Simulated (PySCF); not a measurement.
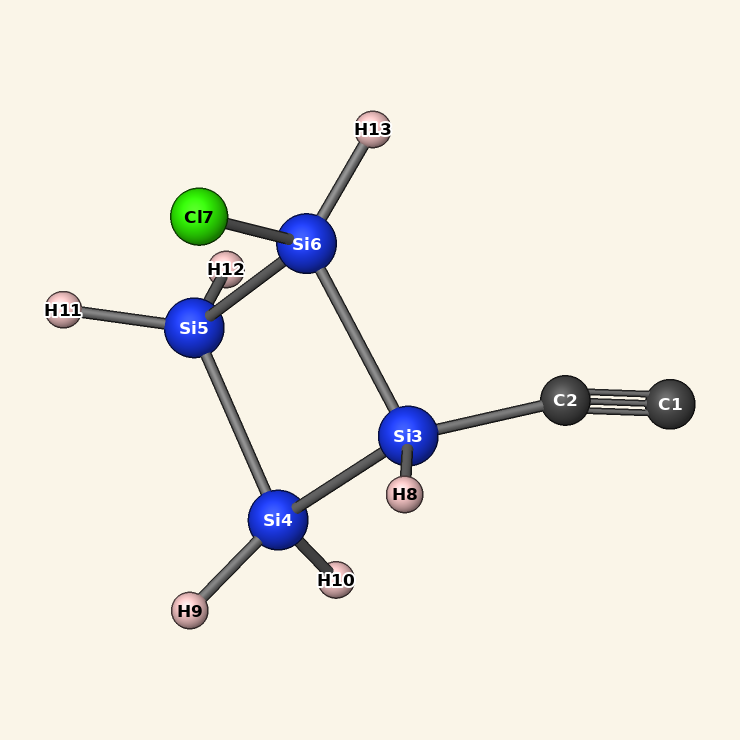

The questions are on Mulliken spin populations. Charge 0, doublet. The geometry was computed by an optimisation with GFN2-xTB. No frequency run is at hand to confirm it as a minimum. Method: UKS B3LYP, pcH-1 on C Cl H Si, non-relativistic (PySCF 2.14.0).

List the Mulliken spin populations.

```csv
atom,value (e)
C1,0.77
C2,0.09
Si3,0.03
Si4,0.01
Si5,0.02
Si6,0.07
Cl7,0.02
H8,0.00
H9,0.00
H10,0.00
H11,0.00
H12,0.00
H13,0.00
```

Mulliken values depend strongly on the basis set. The geometry is semi-empirical. Around Si such bond lengths and angles can be off by a tenth of an ångström or more and by several degrees, and values that hang on the shape move with them.
